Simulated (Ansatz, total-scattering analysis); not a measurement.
**The surroundings of H by a first difference**

Two samples of ethanol (12 ethanol; C 22.2, O 11.1, H 66.7 atom %; 300 K, fixed volume (mean pressure 0.5 GPa); ρ₀ = 0.0929 Å⁻³) differ only in the isotope of H: D (b = 6.6681 fm) and H (b = -3.7395 fm). Other lengths: C 6.6472, O 5.8037 fm. The data are simulated by ab initio molecular dynamics with Ansatz (PBE, plane waves, PAW default files, Langevin thermostat, no spin, fixed volume, H with the mass of D). The average runs over 0.65 ps of 108 atoms, so shells between rare elements are rough. Mean temperature 292 K, largest m.s.d. 1.42 Å², energy drift +2 meV an atom (last third less first, no steady trend), Langevin friction 10 ps⁻¹; the first quarter of the run is discarded. Start: last frame of a classical run of this cell at the same density and temperature. So short a stretch relaxes bonds and nearest shells but still remembers its start. It is a liquid as far as so short a run tells. The partials come from the cell's reciprocal vectors below 4 Å⁻¹ and from g(r) above; absorption, incoherent and inelastic scattering are left out. F(Q) = Σ ci cj bi bj (Sij − 1), in barn per steradian and atom:

| Q (Å⁻¹) | 2H | 1H | difference |
| --- | --- | --- | --- |
| 0.6 | -0.359 | -0.213 | -0.146 |
| 0.9 | -0.306 | -0.190 | -0.117 |
| 1.2 | 0.130 | -0.178 | 0.308 |
| 1.5 | 0.560 | -0.127 | 0.686 |
| 1.8 | 0.032 | -0.095 | 0.127 |
| 2.1 | -0.062 | -0.100 | 0.038 |
| 2.4 | -0.084 | -0.059 | -0.025 |
| 2.7 | -0.048 | -0.038 | -0.010 |
| 3.0 | -0.025 | -0.010 | -0.015 |
| 3.3 | -0.022 | 0.002 | -0.025 |
| 3.6 | -0.033 | 0.015 | -0.048 |
| 3.9 | -0.070 | 0.012 | -0.082 |
| 4.2 | -0.074 | 0.023 | -0.096 |
| 4.5 | -0.085 | 0.059 | -0.144 |
| 4.8 | -0.092 | 0.094 | -0.187 |
| 5.1 | -0.092 | 0.105 | -0.197 |
| 5.4 | -0.063 | 0.086 | -0.149 |
| 5.7 | -0.013 | 0.044 | -0.057 |
| 6.0 | 0.027 | -0.006 | 0.033 |
| 6.3 | 0.044 | -0.049 | 0.093 |
| 6.6 | 0.053 | -0.074 | 0.127 |
| 6.9 | 0.063 | -0.080 | 0.143 |
| 7.2 | 0.066 | -0.068 | 0.135 |
| 7.5 | 0.057 | -0.046 | 0.103 |
| 7.8 | 0.044 | -0.020 | 0.064 |
| 8.1 | 0.035 | 0.001 | 0.033 |
| 8.4 | 0.021 | 0.014 | 0.007 |
| 8.7 | 0.002 | 0.019 | -0.016 |
| 9.0 | -0.015 | 0.016 | -0.031 |
| 9.3 | -0.026 | 0.010 | -0.035 |
| 9.6 | -0.034 | 0.007 | -0.041 |
| 9.9 | -0.041 | 0.013 | -0.054 |
| 10.2 | -0.044 | 0.024 | -0.068 |
| 10.5 | -0.043 | 0.032 | -0.075 |
| 10.8 | -0.038 | 0.032 | -0.071 |

The first difference in real space, ΔG(r), in barn (from the pair functions, so without the broadening of a finite Q range):

```tsv
r (Å)	first difference G(r)
0.50	-0.428
0.58	-0.428
0.66	-0.428
0.74	-0.428
0.82	-0.428
0.90	-0.413
0.98	0.913
1.06	2.760
1.14	2.868
1.22	-0.393
1.30	-0.428
1.38	-0.428
1.46	-0.424
1.54	-0.412
1.62	-0.350
1.70	-0.113
1.78	0.137
1.86	-0.123
1.94	-0.138
2.02	0.101
2.10	0.519
2.18	0.580
2.26	-0.003
2.34	-0.230
2.42	-0.200
2.50	-0.141
2.58	-0.122
2.66	-0.123
2.74	-0.127
2.82	-0.116
2.90	-0.129
2.98	-0.105
3.06	-0.069
3.14	-0.070
3.22	-0.069
3.30	-0.028
3.38	-0.018
3.46	-0.031
3.54	-0.057
```

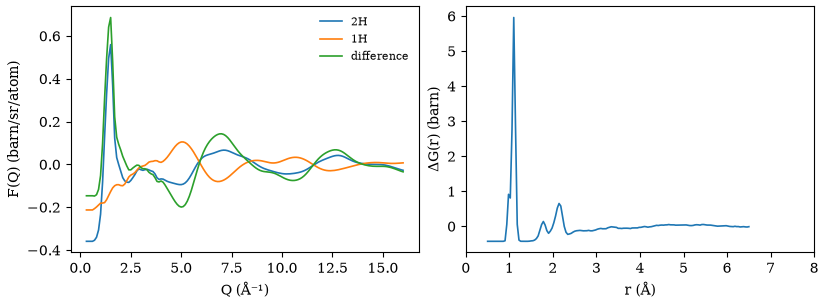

Q: What does the difference say of the neighbours of H?

Pairs without H cancel. ΔG(r) = Σ W [g(r) − 1] with W = 2 c(H) c(j) b(j) Δb, and c(H)² (b₁² − b₂²) for H–H: H–C 0.2050, H–O 0.0895, H–H 0.1355 barn. At small r, ΔG → −ΣW = -0.430; in this finite cell the H–H term carries (N − 1)/N with N = 72 atoms of H, which gives -0.428.

The first feature holds O–H (0.99 Å, 0.2 neighbours by the coordinates) and C–H (1.10 Å, 0.8 neighbours by the coordinates) together, so its area gives only their weighted sum.

Shells of H from the coordinates: O–H at 0.99 Å, 0.2 neighbours to 1.26 Å; C–H at 1.10 Å, 0.8 neighbours to 1.42 Å; H–H at 1.78 Å, 1.4 neighbours to 2.02 Å (first peaks with a usable minimum only). Counts average over all H, whatever molecule they sit on, and second peaks of a pair (H two bonds away, hydrogen bonds) add features between 1.5 and 2.5 Å that aren't listed. The structure is taken to be the same for both isotopes, which holds least well for H and D.

[Logs are printed without paths, hosts, clocks, repeated set-up lines and the standing remarks that a program may print on its own settings, such as how far it seeks lower states.]
